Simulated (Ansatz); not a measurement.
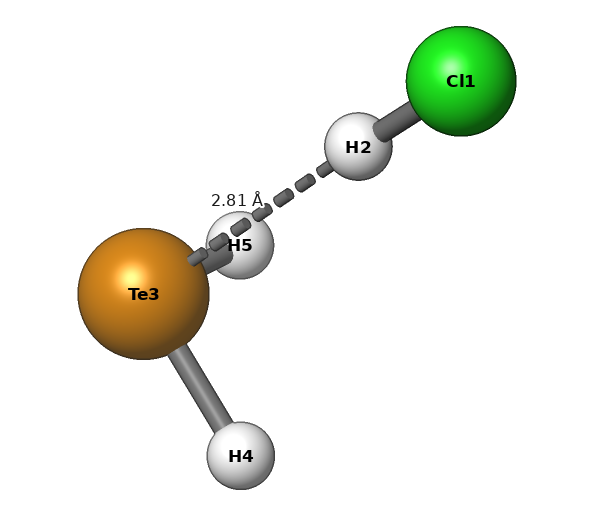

Two molecules or ions; the broken line marks their closest contact (measured against van der Waals radii). Geometry: a pair of rigid molecules at a changed separation. Program: Ansatz 0.2.0.

Question: Which two species are they?

Answer: HCl and H2Te (`Cl.[TeH2]`).

Give the counterpoise-corrected interaction energy (kcal/mol, monomers kept as in the pair) with RHF-CCSD(T) (frozen core)/def2-TZVPPD.

```json
{"level": "RHF-CCSD(T) (frozen core)/def2-TZVPPD", "interaction energy (kcal/mol)": "−2.5"}
```
